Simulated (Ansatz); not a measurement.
# B3LYP/cc-pVDZ run of Si2H3F3 (SMILES F[Si](F)(F)[SiH3])

Aim: the electronic atomisation energy of Si2H3F3 at B3LYP/cc-pVDZ, from 4 runs. 

The calculation is run with Ansatz 0.2.0.

48 further runs of the same task are left out: 4 that didn't finish, 44 set aside as unsound or not needed.

**1. Starting point**

The species is Si2H3F3 (8 atoms), meant as a singlet with charge 0. SMILES: `F[Si](F)(F)[SiH3]`. The shape is that of a PBE0-D4/def2-TZVP optimisation.

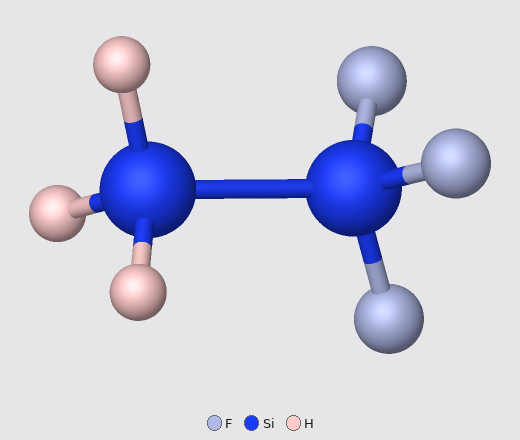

Viewed from a chosen angle; fluorine light blue, silicon blue, hydrogen pink.

**2. A single-point energy at B3LYP/cc-pVDZ**

job.yaml

```yaml
crystal:
  periodic: [false, false, false]
  atoms:
    - symbol: F
      position_ang: [1.310500, -1.060500, 1.504800]
    - symbol: Si
      position_ang: [0.534400, -0.990500, 0.128500]
    - symbol: F
      position_ang: [-0.479300, -2.204500, 0.107900]
    - symbol: F
      position_ang: [1.595600, -1.255900, -1.013900]
    - symbol: Si
      position_ang: [-0.550700, 1.050400, -0.152600]
    - symbol: H
      position_ang: [-1.525600, 1.227900, 0.951900]
    - symbol: H
      position_ang: [0.460600, 2.135800, -0.122800]
    - symbol: H
      position_ang: [-1.253300, 1.040400, -1.459500]
basis:
  gaussian:
    orbitals: cc-pVDZ
output:
  orbitals: {seedname: orbitals}
hamiltonian:
  xc: {name: B3LYP}
accuracy: high
```

The run is started by

```console
$ ansatz run job.yaml --threads 1 --pin off --max-ram 3480MiB --events-out events.jsonl --progress --plain --runs-dir runs
```

The program printed:

```text
Warning: RAYON_NUM_THREADS=1 ignored (pool sized by the plan → 1); use --threads N
Functional definition: B3LYP
  name "B3LYP"
  parameter a0 = 0.2
  parameter ax = 0.72
  parameter ac = 0.81
  exchange = (1 - a0 - ax)*slater_x + ax*b88_x + a0*exact_x
  correlation = (1 - ac)*vwn_rpa_c + ac*lyp_c
2061 factors; integrals over basis functions are off by at most 4.6e-9 eV
mean field evaluation 1: about -23956.4003 eV, gradient 5.0e1 eV
mean field evaluation 2: about -23951.5397 eV, gradient 7.7e1 eV
mean field evaluation 4: about -23960.1038 eV, gradient 7.4e-1 eV
mean field evaluation 8: about -23960.2377 eV, gradient 4.2e-2 eV
mean field evaluation 16: about -23960.2377 eV, gradient 9.4e-7 eV
mean field -23960.23771104 eV, -880.5224950484 hartree, gradient 3.6e-8 eV, S^2 0.000000; 0 other end points of the search recorded, 0 dependent functions left out
reference -23960.23775197 eV, -880.5224965523 hartree; 29, 29 occupied and 64, 64 virtual orbitals, 2061 factors
Total energy: -23960.23775197 eV, -880.5224965523 hartree
```

Run time: 8.4 s. Hardware: 1 thread of Arm Neoverse V2, shared host; peak memory 0.34 GiB.

**3. The F atom**

run.yaml

```yaml
crystal:
  periodic: [false, false, false]
  atoms:
    - symbol: F
      position_ang: [0.000000, 0.000000, 0.000000]
basis:
  gaussian:
    orbitals: cc-pVDZ
magnetization:
  spin_polarized: true
  initial_magnetization: 1
accuracy: high
hamiltonian:
  xc: {name: B3LYP}
```

Run the same way, it converges to -99.72660 Eh (log not shown).

**4. The H atom, same level**

run.yaml

```yaml
crystal:
  periodic: [false, false, false]
  atoms:
    - symbol: H
      position_ang: [0.000000, 0.000000, 0.000000]
basis:
  gaussian:
    orbitals: cc-pVDZ
magnetization:
  spin_polarized: true
  initial_magnetization: 1
hamiltonian:
  xc: {name: B3LYP}
accuracy: high
```

Run the same way, it converges to -0.50126 Eh (log not shown).

**5. The Si atom at the same level**

job.yaml

```yaml
crystal:
  periodic: [false, false, false]
  atoms:
    - {symbol: Si, position_ang: [0.000000, 0.000000, 0.000000]}
basis:
  gaussian: {orbitals: cc-pVDZ}
magnetization: {spin_polarized: true, initial_magnetization: 2}
hamiltonian: {xc: {name: B3LYP}}
accuracy: high
```

Run the same way, it converges to -289.38865 Eh (log not shown).

**6. Summary of results**

At B3LYP/cc-pVDZ:

```
                     quantity          value
       molecule: total energy  -880.52250 Eh
        molecule: HOMO energy       -9.05 eV
        molecule: LUMO energy       -0.17 eV
      molecule: HOMO–LUMO gap        8.88 eV
         F atom: total energy   -99.72660 Eh
                 F atom: ⟨S²⟩          0.751
         H atom: total energy    -0.50126 Eh
                 H atom: ⟨S²⟩          0.750
        Si atom: total energy  -289.38865 Eh
                Si atom: ⟨S²⟩          2.003
electronic atomisation energy      28.888 eV
```

**Reading.** Taking the molecule apart into free atoms costs 28.89 eV (666 kcal/mol), before zero-point energy and without spin-orbit coupling.
